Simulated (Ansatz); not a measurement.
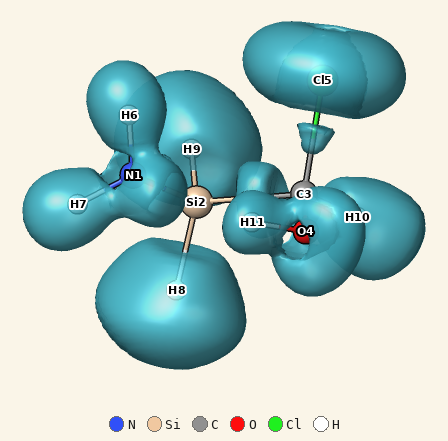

*CH₆ClNOSi (SMILES N[SiH2]C(O)Cl). Isosurface of the ELF at 0.8 (cyan), seen from one side. Core shells and regions of very low density are left out.*

Geometry: PBE0-D4/def2-TZVP.

Method: Ansatz 0.2.0, RKS PBE0-D4/def2-TZVPP.

```yaml
atoms:
  - { symbol: N, position_ang: [-1.4059, -0.2004, -0.5570] }
  - { symbol: Si, position_ang: [0.2792, -0.0747, -0.9068] }
  - { symbol: C, position_ang: [1.0129, 0.1889, 0.8225] }
  - { symbol: O, position_ang: [0.4675, -0.6805, 1.7325] }
  - { symbol: Cl, position_ang: [0.5819, 1.9429, 1.2263] }
  - { symbol: H, position_ang: [-1.9234, 0.6368, -0.3346] }
  - { symbol: H, position_ang: [-1.9731, -0.8422, -1.0871] }
  - { symbol: H, position_ang: [0.6911, -1.3935, -1.4553] }
  - { symbol: H, position_ang: [0.6982, 1.0198, -1.8177] }
  - { symbol: H, position_ang: [2.0965, 0.1595, 0.9186] }
  - { symbol: H, position_ang: [-0.4596, -0.8135, 1.4794] }
```

Identify the bonds, lone pairs and shells in this picture.

Answer. At this value the surface marks out one region between bonded C–Cl atoms (shared pairs), one region between bonded C–Si atoms (shared pairs), three regions around hydrogen nuclei, one ring or bowl of non-bonding electrons around Cl, one joined region spread over several atoms (H, N), in which their bonds and any lone pairs are merged and one joined region spread over several atoms (H, O), in which their bonds and any lone pairs are merged.

Values along the shortest contacts:
C–O (1.37 Å): the ELF peaks at about 0.90 between the atoms; a polar covalent bond. Si–N (1.73 Å): the ELF peaks at about 0.90 between the atoms, as expected for a shared but strongly polarised pair.
